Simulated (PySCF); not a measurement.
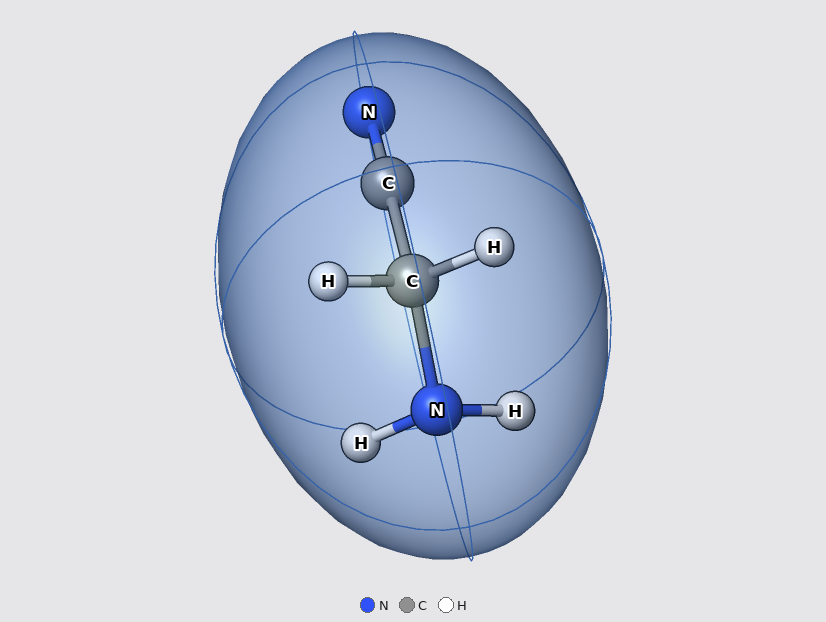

The ellipsoid shows the static dipole polarisability: its half-axes are proportional to the principal values. Computed geometry: PBE0-D3(BJ)/def2-SVP optimisation. No frequency run is at hand to confirm it as a minimum. Computed with CAM-B3LYP/def2-SVPD in dichloromethane (IEF-PCM) (PySCF 2.14.0).

Question. Give the principal values, the mean and the anisotropy.

Answer. Principal values 38.4, 41.7, 60.0 bohr³; mean 46.7 bohr³ (6.92 Å³); anisotropy 20.2 bohr³, so the longest axis is 1.56 times the shortest.
